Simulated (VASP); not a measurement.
# LiVO2 with r2SCAN: from relaxation to properties, part 2 of 5

Aim: relax LiVO2, then compute properties on the relaxed cell. Left out of this account: 1 further run (phonons: its modes failed a check). The start is a cell from a database of measured crystal structures.

VASP 6.6.1, plane waves and PAW; the level of theory is named at each step.

So far. Step 2 (Magnetic order: ferromagnetic): The run ends ferromagnetic with a largest moment of 1.82 μB, and the mesh shows no gap.

## 3. Magnetic order: antiferromagnetic, q = (0, 0, 1/2)

This step: r2SCAN, spin-polarised from an antiferromagnetic start; plane waves and PAW (Li_sv, V_sv, O) (VASP 6.6.1).

System of this step: LiVO2. It takes space group R-3m (No. 166, trigonal). Conventional cell: a = 2.837 Å, b = 2.837 Å, c = 14.773 Å, α = 90.00°, β = 90.00°, γ = 120.00°. Li has 6 O at 2.12 Å nearest. Nearest to V lie 6 O at 1.98 Å. Nearest to O lie 3 V at 1.98 Å and 3 Li at 2.12 Å. Farther neighbours and most contacts between anions are not listed.

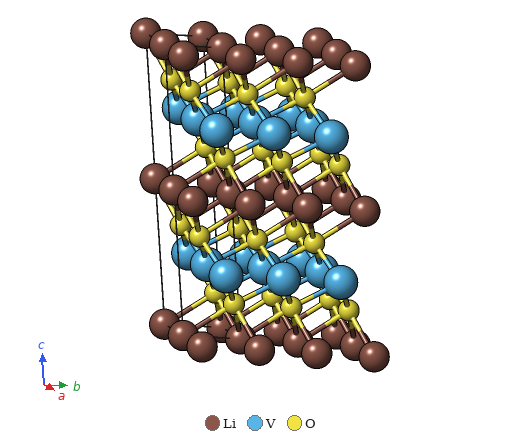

The cell of this step (lithium brown, vanadium blue, oxygen yellow). Bonds to atoms that aren't drawn are left out. 2×3×1 cells are drawn. Some periodic images of atoms are drawn too.

Next, a pattern with opposite moments, which needs a doubled cell; q is given in the reciprocal vectors of the primitive cell.

INCAR

```
SYSTEM = LiVO2
PREC = Accurate
ENCUT = 650
EDIFF = 1E-06
NELM = 100
ISMEAR = 0
SIGMA = 0.05
LREAL = .FALSE.
ALGO = Normal
METAGGA = R2SCAN
LASPH = .TRUE.
NBANDS = 40
ISPIN = 2
MAGMOM = 0 0 2 -2 0 0 0 0
LMAXMIX = 4
LORBIT = 11
LWAVE = .FALSE.
LCHARG = .FALSE.
KPAR = 8
ISIF = 2
```

POSCAR

```
LiVO2
1.0
   -2.8373000000      0.0000000000      0.0000000000
    1.4186500000     -2.4571738782      0.0000000000
    2.8373000000      1.6381159188      9.8489333334
Li V O
2 2 4
Direct
    0.0000000000      0.0000000000      0.0000000000
    0.0000000000      0.0000000000      0.5000000000
    0.0000000000      0.5000000000      0.2500000000
    0.0000000000      0.5000000000      0.7500000000
    0.4836000000      0.2418000000      0.3627000000
    0.4836000000      0.2418000000      0.8627000000
    0.5164000000      0.7582000000      0.1373000000
    0.5164000000      0.7582000000      0.6373000000
```

KPOINTS

```
Automatic mesh
0
Gamma
9 9 9
0 0 0
```

The projector-augmented-wave data sets are Li_sv, V_sv and O (PBE family, release 64).

Command:

```
$ mpirun -np 8 vasp_std
```

What it wrote:

```text
[banner, memory and clock lines left out]
running    8 mpi-ranks, on    1 nodes
 distrk:  each k-point on    1 cores,    8 groups
 distr:  one band on    1 cores,    1 groups

 POSCAR found type information on POSCAR LiV O
 POSCAR found :  3 types and       8 ions
 [... a notice as in an earlier step ...]

 [... a notice as in an earlier step ...]

 LDA part: xc-table for (None), standard interpolation
 POSCAR, INCAR and KPOINTS ok, starting setup
 FFT: planning ... GRIDC
 FFT: planning ... GRID_SOFT
 FFT: planning ... GRID
 WAVECAR not read
 entering main loop
       N       E                     dE             d eps       ncg     rms          rms(c)
DAV:   1     0.782122703558E+03    0.78212E+03   -0.35566E+04 13600   0.188E+03
DAV:   2    -0.369707006246E+02   -0.81909E+03   -0.77932E+03 14416   0.547E+02
DAV:   3    -0.102056862533E+03   -0.65086E+02   -0.64098E+02 18592   0.160E+02
DAV:   4    -0.104450133847E+03   -0.23933E+01   -0.23782E+01 21456   0.258E+01
DAV:   5    -0.104532087681E+03   -0.81954E-01   -0.81936E-01 17880   0.332E+00    0.469E+01
DAV:   6    -0.760221880348E+02    0.28510E+02   -0.59902E+01 15024   0.667E+01    0.140E+01
DAV:   7    -0.770146977181E+02   -0.99251E+00   -0.88930E+00 14560   0.269E+01    0.146E+01
DAV:   8    -0.770639961882E+02   -0.49298E-01   -0.45494E-01 16208   0.419E+00    0.825E+00
DAV:   9    -0.771500101490E+02   -0.86014E-01   -0.23307E-01 16280   0.311E+00    0.186E+00
DAV:  10    -0.771663559902E+02   -0.16346E-01   -0.67674E-02 16520   0.154E+00    0.850E-01
DAV:  11    -0.771686790453E+02   -0.23231E-02   -0.10866E-02 15016   0.837E-01    0.415E-01
DAV:  12    -0.771703596919E+02   -0.16806E-02   -0.20231E-03 15904   0.310E-01    0.166E-01
DAV:  13    -0.771705923846E+02   -0.23269E-03   -0.10569E-03 15480   0.129E-01    0.753E-02
DAV:  14    -0.771707427555E+02   -0.15037E-03   -0.45559E-04 15640   0.723E-02    0.374E-02
DAV:  15    -0.771707813228E+02   -0.38567E-04   -0.25826E-05 16248   0.334E-02    0.145E-02
DAV:  16    -0.771707769880E+02    0.43348E-05   -0.40725E-06 14144   0.143E-02    0.792E-03
DAV:  17    -0.771707776710E+02   -0.68296E-06   -0.73065E-07  8376   0.647E-03
   1 F= -.77170778E+02 E0= -.77169460E+02  d E =-.263471E-02  mag=     0.0000
```

Elapsed: 2.6 min, on 8 MPI ranks of Intel Xeon 6975P-C (Granite Rapids), shared host; peak memory 4.7 GiB.

From OUTCAR (step 3):

```text
  LATTYP: Found a trigonal (rhomboedric) cell.
 ALAT       =     9.9842331488
 COS(alpha) =     0.9596214153

The static configuration has the point symmetry D_3d.

 Found     85 irreducible k-points:

   k-points           NKPTS =     85   k-points in BZ     NKDIM =     85   number of bands    NBANDS=     40

   dimension x,y,z NGX =    24 NGY =   24 NGZ =   90
   dimension x,y,z NGXF=    48 NGYF=   48 NGZF=  180

   ENCUT  =  650.0 eV  47.77 Ry    6.91 a.u.   5.90  5.90 21.58*2*pi/ulx,y,z

   NELECT =      56.0000    total number of electrons

 E-fermi :   7.8938

 spin component 1
 k-point     1 :       0.0000    0.0000    0.0000
  band No.  band energies     occupation
    ...
     24       4.1553      1.00000
     25       4.2656      1.00000
     26       4.2657      1.00000
     27       6.4418      1.00000
     28       6.4418      1.00000
     29       7.9773      0.00905
     30       9.7292      0.00000
     31       9.7988      0.00000
     32       9.7992      0.00000
     33      11.0724      0.00000
    ...

 k-point     2 :       0.1111    0.0000    0.0000
  band No.  band energies     occupation
    ...
     24       3.8338      1.00000
     25       3.8970      1.00000
     26       4.0716      1.00000
     27       6.5430      1.00000
     28       6.7487      1.00000
     29       8.0314      0.00005
     30       9.6033      0.00000
     31       9.9055      0.00000
     32      10.0491      0.00000
     33      10.7818      0.00000
    ...

 k-point     3 :       0.2222    0.0000    0.0000
  band No.  band energies     occupation
    ...
     24       3.4256      1.00000
     25       3.6836      1.00000
     26       3.8340      1.00000
     27       6.5009      1.00000
     28       7.2650      1.00000
     29       8.1620      0.00000
     30       9.1989      0.00000
     31      10.2330      0.00000
     32      10.5676      0.00000
     33      10.5828      0.00000
    ...

 k-point     4 :       0.3333    0.0000    0.0000
  band No.  band energies     occupation
    ...
     24       3.1509      1.00000
     25       3.3326      1.00000
     26       3.4022      1.00000
     27       6.3239      1.00000
     28       7.6541      1.00000
     29       8.3425      0.00000
     30       8.7651      0.00000
     31      10.6292      0.00000
     32      10.8704      0.00000
     33      11.0538      0.00000
    ...

  Total        6.7678691      6.7678691      1.5465929     -0.0000000      0.0000000      0.0000000
  in kB      157.9182005    157.9182005     36.0874535     -0.0000000      0.0000000      0.0000000
  external PRESSURE =     117.3079515 kB  Pullay stress =       0.0000000 kB

  energy-cutoff  :      650.00
  volume of cell :       68.66
      direct lattice vectors                 reciprocal lattice vectors
    -2.837300000  0.000000000  0.000000000    -0.352447750 -0.203485803  0.135378450
     1.418650000 -2.457173878  0.000000000     0.000000000 -0.406971606  0.067689225
     2.837300000  1.638115919  9.848933333     0.000000000  0.000000000  0.101533838

 POSITION                                       TOTAL-FORCE (eV/Angst)
 -----------------------------------------------------------------------------------
      0.00000      0.00000      0.00000        -0.000000      0.000000      0.000000
      1.41865      0.81906      4.92447        -0.000000      0.000000      0.000000
      1.41865     -0.81906      2.46223        -0.000000     -0.000000      0.000000
      2.83730      0.00000      7.38670        -0.000000      0.000000     -0.000000
     -0.00000      0.00000      3.57221        -0.000000      0.000000      0.980922
      1.41865      0.81906      8.49667         0.000000      0.000000      0.980922
      0.00000     -1.63812      1.35226        -0.000000     -0.000000     -0.980922
      1.41865     -0.81906      6.27673         0.000000     -0.000000     -0.980922
 -----------------------------------------------------------------------------------
    total drift:                                0.000000     -0.000000      0.000000

  FREE ENERGIE OF THE ION-ELECTRON SYSTEM (eV)
  ---------------------------------------------------
  free  energy   TOTEN  =       -77.1707776710 eV

  energy  without entropy=      -77.1681429617  energy(sigma->0) =      -77.16946032

 total charge
# of ion       s       p       d       tot
------------------------------------------
    1        2.012   0.015   0.000   2.028
    2        2.012   0.015   0.000   2.028
    3        2.241   6.288   3.083  11.613
    4        2.241   6.288   3.083  11.613
    5        1.557   3.565   0.000   5.123
    6        1.557   3.565   0.000   5.123
    7        1.557   3.565   0.000   5.123
    8        1.557   3.565   0.000   5.123
--------------------------------------------------
tot         14.738  26.867   6.166  47.771

 magnetization (x)
# of ion       s       p       d       tot
------------------------------------------
    1        0.000   0.000   0.000   0.000
    2        0.000   0.000   0.000   0.000
    3        0.016   0.014   1.789   1.819
    4       -0.016  -0.014  -1.789  -1.819
    5        0.001   0.025   0.000   0.026
    6       -0.001  -0.025   0.000  -0.026
    7        0.001   0.025   0.000   0.026
    8       -0.001  -0.025   0.000  -0.026
--------------------------------------------------
tot          0.000   0.000   0.000   0.000

[... 1 part as in an earlier step ...]

[... 6 further parts left out ...]
```

This step gave:

```
SCF cycles              : 17
electrons               : 56
bands                   : 40
free energy (TOTEN)     : -77.1708 eV
energy at zero smearing : -77.1695 eV
Fermi energy            : 7.894 eV
pressure                : 11.73 GPa
```

Spin moment in the PAW sphere by atom:

```tsv
atom	spin moment in the PAW sphere (μB)
Li1	0.00
Li2	0.00
V3	1.82
V4	-1.82
O5	0.03
O6	-0.03
O7	0.03
O8	-0.03
```

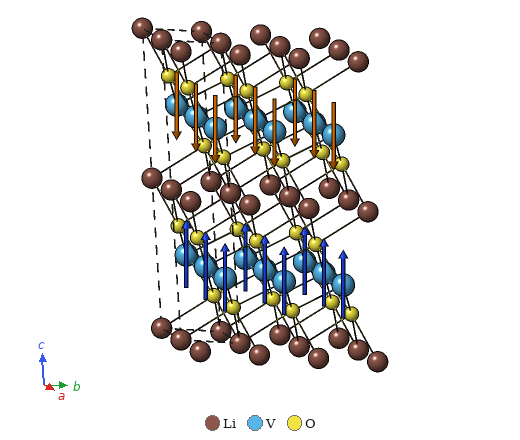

Spin moment in the PAW sphere as arrows, the longest 1.82 μB. Up and down stand for the sign. Arrows give size and sign along the axis of quantisation, drawn up and down the page. The two directions have two colours. Bonds to atoms that aren't drawn are left out. 2×3×1 cells are drawn. Some periodic images of atoms are drawn too.

Force by atom:

```tsv
atom	x (eV/Å)	y (eV/Å)	z (eV/Å)	size
Li1	0.000	0.000	0.000	0.000
Li2	0.000	0.000	0.000	0.000
V3	0.000	0.000	0.000	0.000
V4	0.000	0.000	0.000	0.000
O5	0.000	0.000	0.981	0.981
O6	0.000	0.000	0.981	0.981
O7	0.000	0.000	-0.981	0.981
O8	0.000	0.000	-0.981	0.981
```

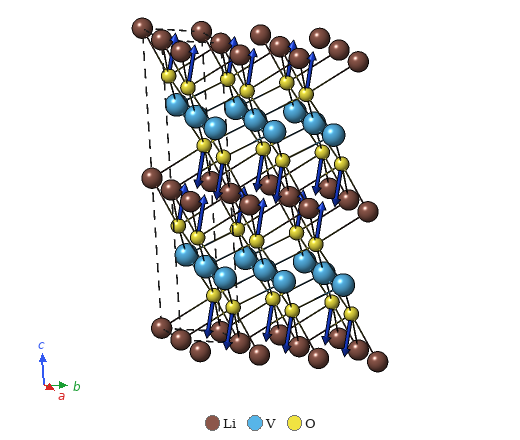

Force as arrows, the longest 0.981 eV/Å. Bonds to atoms that aren't drawn are left out. 2×3×1 cells are drawn. Some periodic images of atoms are drawn too.

The energy lies -0.5 meV an atom from the first pattern. The run ends antiferromagnetic with a largest moment of 1.82 μB, and the mesh shows no gap.

## 4. Magnetic order: antiferromagnetic, q = (1/2, 1/2, 1/2)

Next, a pattern with opposite moments, which needs a doubled cell; q is given in the reciprocal vectors of the primitive cell.

INCAR is that of step 3.

POSCAR

```
LiVO2
1.0
   -5.6746000000      0.0000000000      0.0000000000
   -1.4186500000     -2.4571738782      0.0000000000
   -1.4186500000      0.8190579594      4.9244666667
Li V O
2 2 4
Direct
    0.0000000000      0.0000000000      0.0000000000
    0.5000000000      0.0000000000      0.0000000000
    0.5000000000      0.5000000000      0.5000000000
    0.0000000000      0.5000000000      0.5000000000
    0.7582000000      0.2418000000      0.7254000000
    0.2582000000      0.2418000000      0.7254000000
    0.7418000000      0.7582000000      0.2746000000
    0.2418000000      0.7582000000      0.2746000000
```

KPOINTS

```
Automatic mesh
0
Gamma
9 9 5
0 0 0
```

Command:

```
$ mpirun -np 8 vasp_std
```

What it wrote:

```text
[... set-up lines as in an earlier step ...]
 entering main loop
       N       E                     dE             d eps       ncg     rms          rms(c)
DAV:   1     0.783181453062E+03    0.78318E+03   -0.35495E+04 18408   0.188E+03
DAV:   2    -0.371636538745E+02   -0.82035E+03   -0.78091E+03 19392   0.548E+02
DAV:   3    -0.102196966484E+03   -0.65033E+02   -0.63995E+02 24976   0.160E+02
DAV:   4    -0.104675624569E+03   -0.24787E+01   -0.24635E+01 29648   0.259E+01
DAV:   5    -0.104758108477E+03   -0.82484E-01   -0.82475E-01 23856   0.340E+00    0.469E+01
DAV:   6    -0.765876566958E+02    0.28170E+02   -0.60513E+01 20824   0.671E+01    0.129E+01
DAV:   7    -0.771552828099E+02   -0.56763E+00   -0.84523E+00 19384   0.265E+01    0.143E+01
DAV:   8    -0.772341373374E+02   -0.78855E-01   -0.62163E-01 23920   0.461E+00    0.751E+00
DAV:   9    -0.773139666546E+02   -0.79829E-01   -0.10288E+00 23512   0.442E+00    0.197E+00
DAV:  10    -0.773344784324E+02   -0.20512E-01   -0.12328E-01 21576   0.216E+00    0.161E+00
DAV:  11    -0.773428851536E+02   -0.84067E-02   -0.29884E-02 20520   0.136E+00    0.712E-01
DAV:  12    -0.773480345595E+02   -0.51494E-02   -0.92354E-03 21464   0.573E-01    0.213E-01
DAV:  13    -0.773487313470E+02   -0.69679E-03   -0.15796E-03 21416   0.220E-01    0.128E-01
DAV:  14    -0.773489769653E+02   -0.24562E-03   -0.90859E-04 20960   0.117E-01    0.563E-02
DAV:  15    -0.773490177863E+02   -0.40821E-04   -0.16316E-04 23632   0.528E-02    0.283E-02
DAV:  16    -0.773490311654E+02   -0.13379E-04   -0.49571E-05 24608   0.348E-02    0.106E-02
DAV:  17    -0.773490317491E+02   -0.58372E-06   -0.32644E-06 16096   0.150E-02
   1 F= -.77349032E+02 E0= -.77349032E+02  d E =-.734280E-12  mag=    -0.0000
```

Wall time 3.4 min (8 MPI ranks); peak memory 5.7 GiB.

From OUTCAR (step 4):

```text
  LATTYP: Found a simple monoclinic cell.
 ALAT       =     4.9143477563
 B/A-ratio  =     0.5773502692
 C/A-ratio  =     1.0560461448
 COS(beta)  =    -0.3156427728

 Subroutine GETGRP returns: Found  4 space group operations
 (whereof  4 operations were pure point group operations)

The static configuration has the point symmetry C_2h.

 Found    115 irreducible k-points:

   k-points           NKPTS =    115   k-points in BZ     NKDIM =    115   number of bands    NBANDS=     40

   dimension x,y,z NGX =    48 NGY =   24 NGZ =   48
   dimension x,y,z NGXF=    96 NGYF=   48 NGZF=   96

   ENCUT  =  650.0 eV  47.77 Ry    6.91 a.u.  11.80  5.90 10.79*2*pi/ulx,y,z

   NELECT =      56.0000    total number of electrons

 E-fermi :   7.6315

 spin component 1
 k-point     1 :       0.0000    0.0000    0.0000
  band No.  band energies     occupation
    ...
     24       3.6870      1.00000
     25       4.2366      1.00000
     26       4.2564      1.00000
     27       6.3295      1.00000
     28       6.9164      1.00000
     29       7.8465      0.00000
     30       8.8207      0.00000
     31      10.4031      0.00000
     32      10.4528      0.00000
     33      11.2269      0.00000
    ...

 k-point     2 :       0.1111    0.0000   -0.0000
  band No.  band energies     occupation
    ...
     24       3.7405      1.00000
     25       4.0658      1.00000
     26       4.1725      1.00000
     27       6.3750      1.00000
     28       6.9645      1.00000
     29       7.8868      0.00000
     30       8.8172      0.00000
     31      10.3585      0.00000
     32      10.4572      0.00000
     33      11.1957      0.00000
    ...

 k-point     3 :       0.2222    0.0000   -0.0000
  band No.  band energies     occupation
    ...
     24       3.4949      1.00000
     25       3.9008      1.00000
     26       4.0089      1.00000
     27       6.4740      1.00000
     28       7.0784      1.00000
     29       7.9849      0.00000
     30       8.8027      0.00000
     31      10.2580      0.00000
     32      10.4774      0.00000
     33      11.1099      0.00000
    ...

 k-point     4 :       0.3333    0.0000   -0.0000
  band No.  band energies     occupation
    ...
     24       3.3208      1.00000
     25       3.8094      1.00000
     26       3.9318      1.00000
     27       6.5664      1.00000
     28       7.1965      1.00000
     29       8.0966      0.00000
     30       8.7743      0.00000
     31      10.1662      0.00000
     32      10.5258      0.00000
     33      10.9687      0.00000
    ...

  Total        5.6213506      4.5703768      2.5235208     -0.9101700      0.8576851     -1.4854520
  in kB      131.1658892    106.6429731     58.8826210    -21.2374683     20.0128117    -34.6608210
  external PRESSURE =      98.8971611 kB  Pullay stress =       0.0000000 kB

  energy-cutoff  :      650.00
  volume of cell :       68.66
      direct lattice vectors                 reciprocal lattice vectors
    -5.674600000  0.000000000  0.000000000    -0.176223875  0.101742902 -0.067689225
    -1.418650000 -2.457173878  0.000000000     0.000000000 -0.406971606  0.067689225
    -1.418650000  0.819057959  4.924466667     0.000000000  0.000000000  0.203067676

 POSITION                                       TOTAL-FORCE (eV/Angst)
 -----------------------------------------------------------------------------------
      0.00000      0.00000      0.00000         0.000000     -0.000000      0.000000
     -2.83730      0.00000      0.00000         0.000000     -0.000000      0.000000
     -4.25595     -0.81906      2.46223        -0.000000     -0.000000      0.000000
     -1.41865     -0.81906      2.46223        -0.000000     -0.000000      0.000000
     -5.67460      0.00000      3.57221        -0.330048      0.190553      1.200573
     -2.83730      0.00000      3.57221        -0.330048      0.190553      1.200573
     -5.67460     -1.63812      1.35226         0.330048     -0.190553     -1.200573
     -2.83730     -1.63812      1.35226         0.330048     -0.190553     -1.200573
 -----------------------------------------------------------------------------------
    total drift:                                0.000000     -0.000000     -0.000000

  FREE ENERGIE OF THE ION-ELECTRON SYSTEM (eV)
  ---------------------------------------------------
  free  energy   TOTEN  =       -77.3490317491 eV

  energy  without entropy=      -77.3490317491  energy(sigma->0) =      -77.34903175

 total charge
# of ion       s       p       d       tot
------------------------------------------
    1        2.013   0.015   0.000   2.028
    2        2.013   0.015   0.000   2.028
    3        2.244   6.289   3.072  11.605
    4        2.244   6.289   3.072  11.605
    5        1.558   3.564   0.000   5.121
    6        1.558   3.564   0.000   5.121
    7        1.558   3.564   0.000   5.121
    8        1.558   3.564   0.000   5.121
--------------------------------------------------
tot         14.744  26.863   6.143  47.750

 magnetization (x)
# of ion       s       p       d       tot
------------------------------------------
    1       -0.000  -0.000   0.000  -0.001
    2        0.000   0.000   0.000   0.001
    3        0.013   0.015   1.624   1.652
    4       -0.013  -0.015  -1.624  -1.652
    5        0.000   0.006   0.000   0.006
    6       -0.000  -0.006   0.000  -0.006
    7       -0.000  -0.006   0.000  -0.006
    8        0.000   0.006   0.000   0.006
--------------------------------------------------
tot          0.000   0.000   0.000   0.000

[... 6 further parts left out ...]
```

The gap is read on the k-mesh alone, so it is an upper bound where the band edges lie off the mesh. At this level the cell is under a pressure of 9.9 GPa, so at these settings it is away from equilibrium.

This step gave:

- irreducible k-points: 115
- symmetry operations: 4
- free energy (TOTEN): -77.3490 eV
- Fermi energy: 7.631 eV
- pressure: 9.890 GPa
- metallic: no
- valence top at k: 0.2222, 0.3333, 0.2
- conduction bottom at k: 0, 0, 0
- least direct gap at k: 0, 0.2222, 0
- gap on the k-mesh: 0.4735 eV
- least direct gap on the k-mesh: 0.6191 eV

Spin moment in the PAW sphere by atom:

```tsv
atom	spin moment in the PAW sphere (μB)
Li1	0.00
Li2	0.00
V3	1.65
V4	-1.65
O5	0.01
O6	-0.01
O7	-0.01
O8	0.01
```

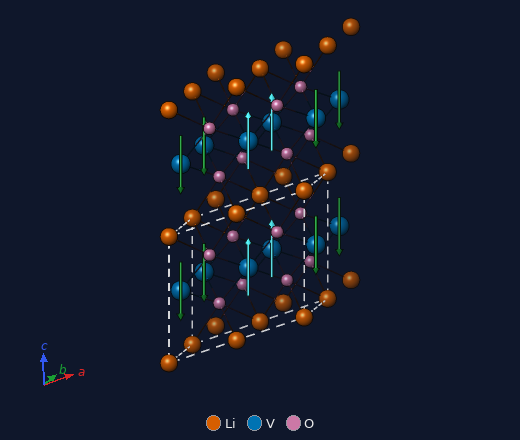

Spin moment in the PAW sphere as arrows, the longest 1.65 μB. Up and down stand for the sign. Arrows give size and sign along the axis of quantisation, drawn up and down the page. The two directions have two colours. Bonds to atoms that aren't drawn are left out. 1×2×2 cells are drawn. Some periodic images of atoms are drawn too.

Force by atom:

```tsv
atom	x (eV/Å)	y (eV/Å)	z (eV/Å)	size
Li1	0.00	0.00	0.00	0.00
Li2	0.00	0.00	0.00	0.00
V3	0.00	0.00	0.00	0.00
V4	0.00	0.00	0.00	0.00
O5	-0.33	0.19	1.20	1.26
O6	-0.33	0.19	1.20	1.26
O7	0.33	-0.19	-1.20	1.26
O8	0.33	-0.19	-1.20	1.26
```

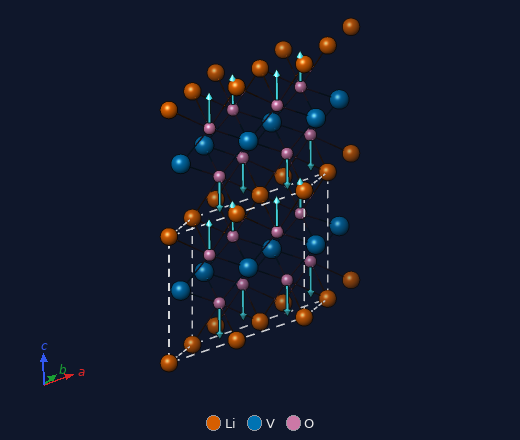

Force as arrows, the longest 1.26 eV/Å. Bonds to atoms that aren't drawn are left out. 1×2×2 cells are drawn. Some periodic images of atoms are drawn too.

The energy lies -22.9 meV an atom from the first pattern. The run ends antiferromagnetic with a largest moment of 1.65 μB, and the mesh shows a gap of 0.47 eV.

[end of part 2 of 5]

[Lines on the potential files, build, host, timing and source positions are cut from VASP's logs without a mark.]

[Logs are printed without paths, hosts, clocks, repeated set-up lines and the standing remarks that a program may print on its own settings, such as how far it seeks lower states.]

[Hosts, paths, dates, database ids (printed as entryN), source tags and the programs' standing remarks are cut or masked in the printed files.]

[A measured line is paired with the nearest computed mode of its activity, which favours agreement.]
